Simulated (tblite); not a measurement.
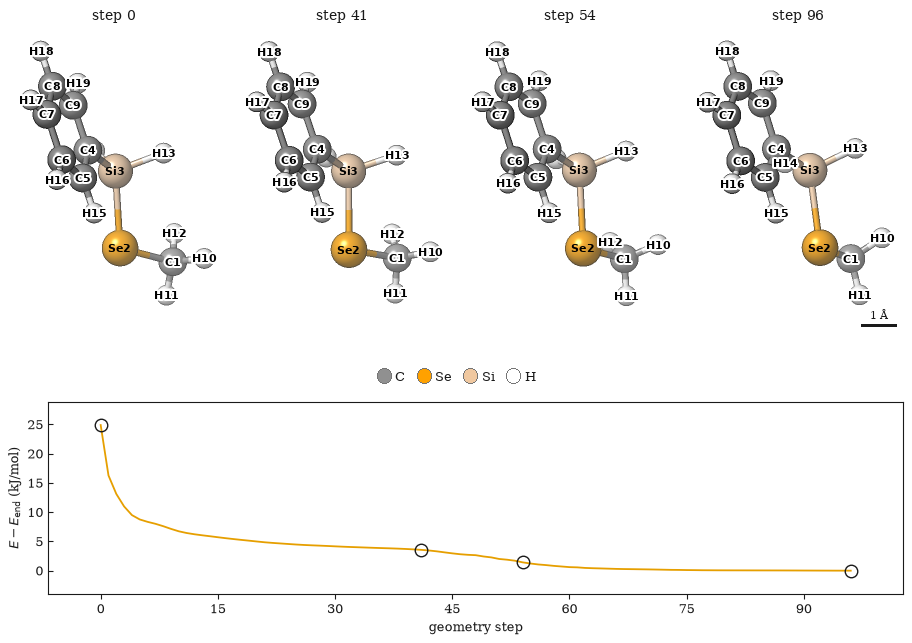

Frames of a relaxation of C$_{7}$H$_{10}$SeSi, marked on the history of the run. The picture is a ball-and-stick view, seen from a free direction.

These are results of GFN2-xTB geometry optimisation, gas phase (tblite), not measurements. 

Question: Describe the path.

Answer: H12 moves most after the best rigid fit: 1.01 Å. Largest moves by element: H 1.01 Å, Se 0.68 Å, Si 0.32 Å, C 0.19 Å. Some distances before and after: Se2–Si3 2.242 → 2.280 Å, C1–H12 1.122 → 1.086 Å, Si3–C4 1.849 → 1.879 Å, C1–Se2 1.979 → 1.949 Å. Among the angles between lasting bonds that change: C1–Se2–Si3 106.2° → 96.6°, C4–Si3–H13 104.4° → 112.0°, Se2–Si3–C4 113.4° → 107.4°. Groups turn about C1–Se2 by about 25°, Se2–Si3 by about 25°. Over 96 geometry steps the energy falls by 24.9 kJ/mol. The run took 1.6 s on 1 thread of Arm Neoverse N1 (shared host). From step 0 to 41: H12 moves most (0.30 Å), energy −21.3 kJ/mol. From step 41 to 54: H12 moves most (0.40 Å), energy −2.14 kJ/mol. From step 54 to 96: H10 moves most (0.38 Å), energy −1.42 kJ/mol.
